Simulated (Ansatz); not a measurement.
```yaml
crystal:
  lattice:
    - [0.00000, 0.00000, 8.20390]
    - [0.01106, 8.24118, 0.00000]
    - [-4.17574, -0.00553, 0.00000]
  atoms:
    - { symbol: Nd, position: [0.00000, 0.00000, 0.00000] }
    - { symbol: Nd, position: [0.50000, 0.50000, 0.00000] }
    - { symbol: Si, position: [0.25000, 0.25000, 0.00000] }
    - { symbol: Si, position: [0.75000, 0.75000, 0.00000] }
    - { symbol: Si, position: [0.00000, 0.25000, 0.50000] }
    - { symbol: Si, position: [0.50000, 0.75000, 0.50000] }
    - { symbol: Si, position: [0.25000, 0.00000, 0.50000] }
    - { symbol: Si, position: [0.75000, 0.50000, 0.50000] }
    - { symbol: Nd, position: [0.50000, 0.00000, 0.00000] }
    - { symbol: Nd, position: [0.00000, 0.50000, 0.00000] }
    - { symbol: Si, position: [0.75000, 0.25000, 0.00000] }
    - { symbol: Si, position: [0.25000, 0.75000, 0.00000] }
    - { symbol: Si, position: [0.50000, 0.25000, 0.50000] }
    - { symbol: Si, position: [0.00000, 0.75000, 0.50000] }
    - { symbol: Si, position: [0.75000, 0.00000, 0.50000] }
    - { symbol: Si, position: [0.25000, 0.50000, 0.50000] }
```

Space group P2/m; started from the AuCu3 prototype, which need not be the ambient phase; the SCF solution may not be the lowest one; no Hubbard U on the f states and no spin–orbit coupling; spin-polarised.

All numbers below come from DFT PBE, scalar-relativistic, plane waves, PAW (Ansatz 0.2.0).

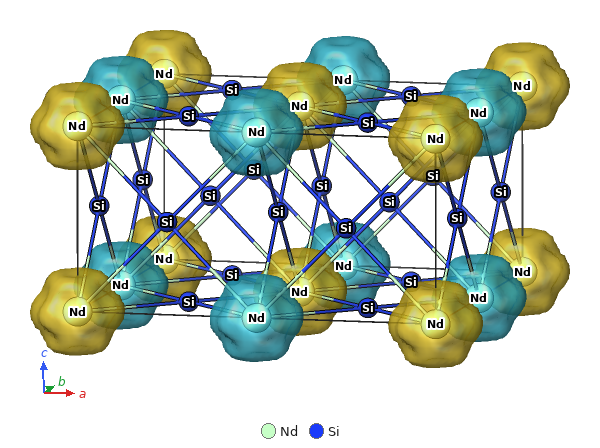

NdSi$_{3}$. Isosurfaces of the magnetisation density (up minus down) at +0.1 (yellow) and −0.1 e/Å³ (cyan), seen slightly off an axis. Sticks mark near contacts.

In a PAW calculation such maps are meaningful between the atoms, not at the nuclei.

Where is the spin, and how is it ordered?

Answer. The spin density sits on Nd: +3.0 μB (×2) and −3.0 μB (×2) in one cell of 16 atoms: antiferromagnetic in this solution, which needn't be the ground state, with some nearest magnetic neighbours parallel and some opposed. The cell of the calculation (8 atoms) carries 0.0 μB of net spin moment.
